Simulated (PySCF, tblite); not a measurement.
# Si3H6O3: dynamics, then NMR shifts on frames, part 2 of 2

tblite 0.8.0 and PySCF 2.14.0. Atoms count from 0.

**5. Shielding tensors: 625 fs, PBE0/pcSseg-1**

The job: settings as JSON, then the geometry in Å.

```
{"job": {"kind": "nmr", "xc": "PBE0", "basis": "pcSseg-1", "pop": false}, "charge": 0, "multiplicity": 1}
O     -2.052100    -0.048000     0.183300
Si    -1.568900    -1.490200     0.800000
O      0.082700    -1.346300     0.866500
Si     1.117000    -0.133600     0.613100
O      0.322800     1.134200    -0.052700
Si    -1.281000     1.381500    -0.100000
H     -2.098900    -2.395100    -0.228300
H     -2.246800    -1.674100     2.109800
H      1.978200     0.068400     1.798100
H      1.878600    -0.693700    -0.477700
H     -1.829200     2.198200     0.992400
H     -1.655200     1.762300    -1.375500
```

Level: GIAO PBE0/pcSseg-1 NMR shielding, non-relativistic, gas phase.

Output:

```text
coarse grid: 11856 points
cycle   1  E = -1097.0192236814  dE =  9.934e-01  |g| = 1.205e+00  |ddm| = 3.398e+00
cycle   2  E = -1096.6628814967  dE =  3.563e-01  |g| = 1.829e+00  |ddm| = 2.183e+00
cycle   3  E = -1097.2657247765  dE = -6.028e-01  |g| = 7.424e-02  |ddm| = 1.512e+00
cycle   4  E = -1097.2668272204  dE = -1.102e-03  |g| = 2.384e-02  |ddm| = 1.099e-01
cycle   5  E = -1097.2669218027  dE = -9.458e-05  |g| = 7.526e-03  |ddm| = 2.621e-02
cycle   6  E = -1097.2669313142  dE = -9.511e-06  |g| = 2.051e-03  |ddm| = 6.201e-03
final grid: 101640 points
cycle   7  E = -1097.3302353913  dE = -2.518e-06  |g| = 1.121e-02  |ddm| = 1.294e-02
cycle   8  E = -1097.3302091619  dE =  2.623e-05  |g| = 1.669e-02  |ddm| = 1.742e-02
cycle   9  E = -1097.3302555706  dE = -4.641e-05  |g| = 4.631e-04  |ddm| = 1.084e-02
cycle  10  E = -1097.3302555971  dE = -2.648e-08  |g| = 2.326e-04  |ddm| = 4.166e-04
cycle  11  E = -1097.3302556064  dE = -9.309e-09  |g| = 2.771e-05  |ddm| = 1.679e-04
cycle  12  E = -1097.3302556065  dE = -1.328e-10  |g| = 4.545e-06  |ddm| = 3.049e-05
converged SCF energy = -1097.3302556065

GIAO shielding tensors (ppm)
atom      isotropic    diamagn.    paramagn.     s11        s22        s33       span
  0 O      243.448     403.668    -160.221    163.218    202.458    364.667    201.449
  1 Si     385.905     879.926    -494.021    352.523    394.370    410.823     58.301
  2 O      247.905     401.773    -153.869    185.452    220.293    337.969    152.516
  3 Si     388.129     880.678    -492.548    363.969    395.268    405.151     41.182
  4 O      254.110     400.536    -146.426    201.233    236.011    325.084    123.851
  5 Si     383.255     880.720    -497.465    362.938    380.840    405.988     43.050
  6 H       26.108      28.982      -2.873     22.769     23.734     31.822      9.052
  7 H       25.980      27.891      -1.910     23.145     23.394     31.402      8.257
  8 H       25.975      28.474      -2.499     22.873     23.487     31.566      8.693
  9 H       26.586      31.051      -4.465     23.227     24.190     32.342      9.115
 10 H       26.163      28.931      -2.768     22.815     23.979     31.694      8.879
 11 H       27.400      30.850      -3.451     23.818     24.701     33.679      9.861
```

Wall time 17 s (1 thread of Intel Xeon Platinum 8259CL at 2.50GHz, shared host); peak memory 0.74 GiB.

In short: δ O0 92.6, O2 88.2, O4 82.0, Si5 -34.1, H8 5.74, H7 5.74 ppm.

**6. NMR shieldings: 800 fs, PBE0/pcSseg-1**

The job: settings as JSON, then the geometry in Å.

```
{"job": {"kind": "nmr", "xc": "PBE0", "basis": "pcSseg-1", "pop": false}, "charge": 0, "multiplicity": 1}
O     -2.043600    -0.099100     0.372100
Si    -1.402100    -1.583900     0.503900
O      0.201500    -1.350900     0.419300
Si     1.085500     0.001800     0.419400
O      0.142300     1.310000    -0.101700
Si    -1.525000     1.418600    -0.134600
H     -1.722900    -2.449800    -0.622600
H     -1.716800    -1.979100     1.872000
H      1.888600     0.239800     1.628900
H      1.957400    -0.371400    -0.657500
H     -2.117400     2.147100     0.972600
H     -1.712700     1.766800    -1.468200
```

Method: GIAO PBE0/pcSseg-1 NMR shielding, non-relativistic, gas phase.

Output:

```text
coarse grid: 11856 points
cycle   1  E = -1097.0079578684  dE =  9.426e-01  |g| = 1.217e+00  |ddm| = 3.386e+00
cycle   2  E = -1096.6189289966  dE =  3.890e-01  |g| = 1.880e+00  |ddm| = 2.401e+00
cycle   3  E = -1097.2616749786  dE = -6.427e-01  |g| = 8.058e-02  |ddm| = 1.684e+00
cycle   4  E = -1097.2626819914  dE = -1.007e-03  |g| = 4.583e-02  |ddm| = 1.199e-01
cycle   5  E = -1097.2629953753  dE = -3.134e-04  |g| = 1.769e-02  |ddm| = 4.092e-02
cycle   6  E = -1097.2630504221  dE = -5.505e-05  |g| = 1.015e-03  |ddm| = 1.362e-02
cycle   7  E = -1097.2630505963  dE = -1.742e-07  |g| = 6.425e-04  |ddm| = 1.428e-03
final grid: 101640 points
cycle   8  E = -1097.3258543596  dE = -4.452e-06  |g| = 1.022e-02  |ddm| = 1.242e-02
cycle   9  E = -1097.3258322967  dE =  2.206e-05  |g| = 1.523e-02  |ddm| = 1.655e-02
cycle  10  E = -1097.3258710682  dE = -3.877e-05  |g| = 3.827e-04  |ddm| = 1.044e-02
cycle  11  E = -1097.3258710858  dE = -1.761e-08  |g| = 2.124e-04  |ddm| = 3.945e-04
cycle  12  E = -1097.3258710935  dE = -7.718e-09  |g| = 2.806e-05  |ddm| = 1.540e-04
cycle  13  E = -1097.3258710936  dE = -1.210e-10  |g| = 6.067e-06  |ddm| = 2.591e-05
converged SCF energy = -1097.3258710936

GIAO shielding tensors (ppm)
atom      isotropic    diamagn.    paramagn.     s11        s22        s33       span
  0 O      236.540     403.845    -167.304    165.303    217.903    326.415    161.111
  1 Si     387.563     881.432    -493.869    369.682    382.423    410.585     40.903
  2 O      244.887     402.401    -157.515    180.299    211.592    342.769    162.469
  3 Si     384.602     880.560    -495.958    357.451    390.444    405.910     48.459
  4 O      245.561     402.218    -156.656    167.088    239.048    330.548    163.461
  5 Si     373.054     880.256    -507.201    344.592    362.713    411.857     67.265
  6 H       26.420      29.532      -3.111     23.194     23.812     32.256      9.062
  7 H       26.427      29.215      -2.788     23.140     23.868     32.272      9.132
  8 H       25.992      29.166      -3.173     23.122     23.479     31.376      8.254
  9 H       26.659      31.192      -4.532     23.124     24.374     32.481      9.357
 10 H       26.207      28.944      -2.736     22.461     24.036     32.125      9.665
 11 H       26.867      30.504      -3.637     23.177     24.401     33.023      9.846
```

It took 17 s on 1 thread of Intel Xeon Platinum 8259CL at 2.50GHz, shared host; peak memory 0.79 GiB.

This run: δ O0 99.5, O2 91.2, O4 90.5, Si5 -23.9, H8 5.72, H10 5.51 ppm.

**7. Shielding tensors: 1000 fs, PBE0/pcSseg-1**

The job: settings as JSON, then the geometry in Å.

```
{"job": {"kind": "nmr", "xc": "PBE0", "basis": "pcSseg-1", "pop": false}, "charge": 0, "multiplicity": 1}
O     -2.072300    -0.316200     0.647500
Si    -1.244500    -1.728400     0.696400
O      0.316700    -1.514900     0.448200
Si     1.208400    -0.143600     0.329500
O      0.088800     1.020500     0.221900
Si    -1.548900     1.127000     0.260800
H     -1.784500    -2.442200    -0.476000
H     -1.501700    -2.232600     1.993100
H      1.855200     0.062400     1.601000
H      2.014900     0.042400    -0.841700
H     -1.616800     2.047400     1.343000
H     -2.070000     1.476600    -1.107200
```

With the program's defaults for keys left out, this is: GIAO PBE0/pcSseg-1 NMR shielding, non-relativistic, gas phase.

Output:

```text
coarse grid: 11856 points
cycle   1  E = -1097.0110728419  dE =  1.131e+00  |g| = 1.220e+00  |ddm| = 3.416e+00
cycle   2  E = -1096.6691902083  dE =  3.419e-01  |g| = 1.820e+00  |ddm| = 2.296e+00
cycle   3  E = -1097.2613568357  dE = -5.922e-01  |g| = 7.097e-02  |ddm| = 1.591e+00
cycle   4  E = -1097.2623072900  dE = -9.505e-04  |g| = 2.699e-02  |ddm| = 1.071e-01
cycle   5  E = -1097.2624098319  dE = -1.025e-04  |g| = 1.163e-02  |ddm| = 2.768e-02
cycle   6  E = -1097.2624333352  dE = -2.350e-05  |g| = 1.251e-03  |ddm| = 8.687e-03
cycle   7  E = -1097.2624336388  dE = -3.036e-07  |g| = 1.543e-04  |ddm| = 1.196e-03
final grid: 101640 points
cycle   8  E = -1097.3266295772  dE = -5.334e-06  |g| = 1.040e-02  |ddm| = 1.308e-02
cycle   9  E = -1097.3266094648  dE =  2.011e-05  |g| = 1.503e-02  |ddm| = 1.641e-02
cycle  10  E = -1097.3266467792  dE = -3.731e-05  |g| = 2.530e-04  |ddm| = 1.011e-02
cycle  11  E = -1097.3266467901  dE = -1.091e-08  |g| = 6.113e-05  |ddm| = 2.945e-04
cycle  12  E = -1097.3266467905  dE = -3.870e-10  |g| = 3.914e-05  |ddm| = 6.891e-05
cycle  13  E = -1097.3266467907  dE = -2.537e-10  |g| = 5.029e-06  |ddm| = 2.751e-05
converged SCF energy = -1097.3266467907

GIAO shielding tensors (ppm)
atom      isotropic    diamagn.    paramagn.     s11        s22        s33       span
  0 O      247.213     402.821    -155.607    190.826    225.741    325.073    134.248
  1 Si     389.027     880.905    -491.877    370.098    389.840    407.144     37.045
  2 O      251.656     402.146    -150.490    195.724    235.521    323.723    127.999
  3 Si     386.897     881.408    -494.511    360.480    385.752    414.459     53.979
  4 O      240.554     403.620    -163.066    172.918    203.778    344.967    172.049
  5 Si     389.566     881.959    -492.394    369.346    387.592    411.759     42.414
  6 H       26.220      29.268      -3.048     22.721     23.984     31.955      9.235
  7 H       26.914      29.277      -2.362     23.297     24.438     33.008      9.711
  8 H       26.591      30.401      -3.810     23.534     23.967     32.272      8.738
  9 H       26.622      30.483      -3.861     23.170     24.017     32.681      9.511
 10 H       26.632      30.145      -3.514     22.820     24.256     32.820     10.000
 11 H       25.862      29.422      -3.561     22.799     23.382     31.403      8.604
```

It took 17 s on 1 thread of Intel Xeon Platinum 8259CL at 2.50GHz, shared host; peak memory 0.79 GiB.

In short: δ O4 95.5, O0 88.9, O2 84.4, Si3 -37.7, H11 5.86, H6 5.50 ppm.

**8. Run by run: NMR shifts**

Shifts (ppm) of some atoms, chosen among heavy atoms and hydrogens apart, with basis size and wall time:

```tsv
frame	H7	H11	O0	O2	O4	Si1	Si5	functions	time
250 fs	6.22	5.55	104.0	102.4	88.6	-30.9	-39.9	153	19 s
425 fs	5.50	4.76	91.4	94.8	85.8	-30.5	-35.6	153	18 s
625 fs	5.74	4.32	92.6	88.2	82.0	-36.7	-34.1	153	17 s
800 fs	5.29	4.85	99.5	91.2	90.5	-38.4	-23.9	153	17 s
1000 fs	4.80	5.86	88.9	84.4	95.5	-39.9	-40.4	153	17 s
```

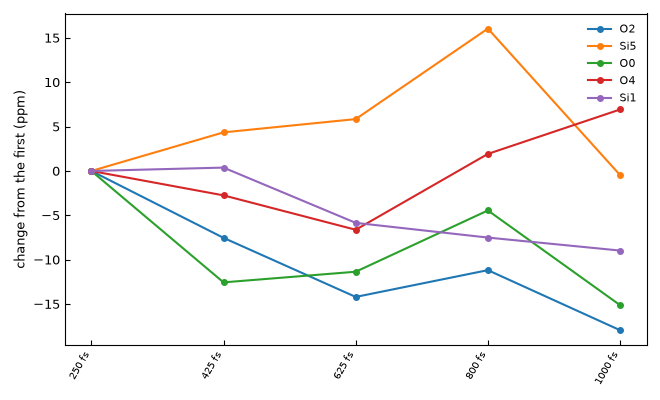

How five of the tabulated atoms move from run to run.

**9. What came out**

This closing draws on all 2 parts.

| quantity | value |
| --- | --- |
| thermostat | 300 K |
| mean temperature, second half | 294 K |
| mean potential energy above the minimum | 0.42 eV |
| 1H shifts against TMS (PBE0/pcSseg-1, 250 fs) | 6.22, 5.68, 5.64, 5.55, 5.46, 4.91 ppm |
| 17O shifts against H2O (PBE0/pcSseg-1, 250 fs) | 104.0, 102.4, 88.6 ppm |
| 29Si shifts against TMS (PBE0/pcSseg-1, 250 fs) | -30.9, -33.8, -39.9 ppm |
| range of the shift of O2 | 84.4 to 102.4 ppm |

**Reading.** In the second half the potential energy averages 0.42 eV above the minimum; equipartition over 30 harmonic modes at 300 K would give 0.39 eV. With 12 atoms the temperature swings widely (150 to 444 K). Shifts at one fixed geometry are not the observed spectrum, which averages over the motion. In the first frame run (250 fs): Shielding is most anisotropic at O0 (span 178 ppm, paramagnetic term -173 ppm). In ppm, O2 moves most: its shift spreads over 17.9 ppm, from 84.4 (1000 fs) to 102.4 (250 fs).
